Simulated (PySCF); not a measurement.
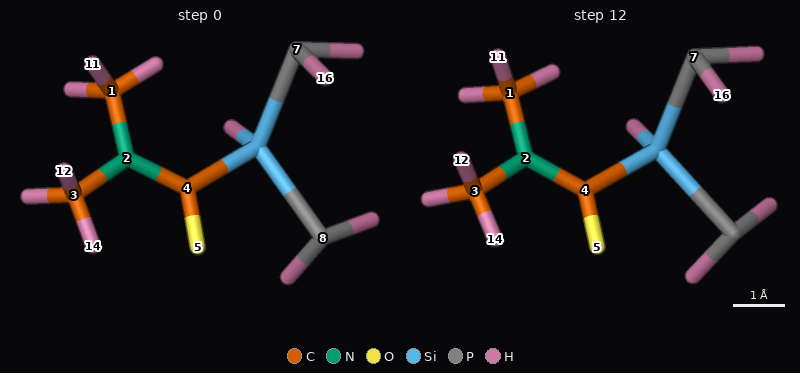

The structure of C₃H₁₁NOP₂Si before (left) and after (right) a relaxation, at one scale.

Style: stick. Shown at a tilt.

The start comes from GFN2-xTB. Its atoms were then displaced at random by about 0.01 Å.

The calculation used PBE0-D3(BJ)/def2-SVP geometry optimisation, gas phase in PySCF 2.14.0, density-fitted response routines. 

What changed between the two?

Answer. An H atom moves most after the best rigid fit: 0.53 Å. By element the largest moves are H 0.53 Å, P 0.32 Å, O 0.22 Å, C 0.16 Å, Si 0.08 Å, N 0.03 Å. Among the contacts that change: H–P 1.372 → 1.430 Å, C–Si 1.899 → 1.938 Å, H–P 1.393 → 1.429 Å, C–H 1.129 → 1.103 Å. Among the angles between lasting bonds that change: C–Si–P 90.6° → 101.0°, C–Si–P 115.5° → 109.2°, P–Si–H 120.9° → 115.3°. Over 12 geometry steps the energy falls by 0.350 eV. The run took 3.8 min on 1 thread of Arm Neoverse V2, with other jobs on the host.
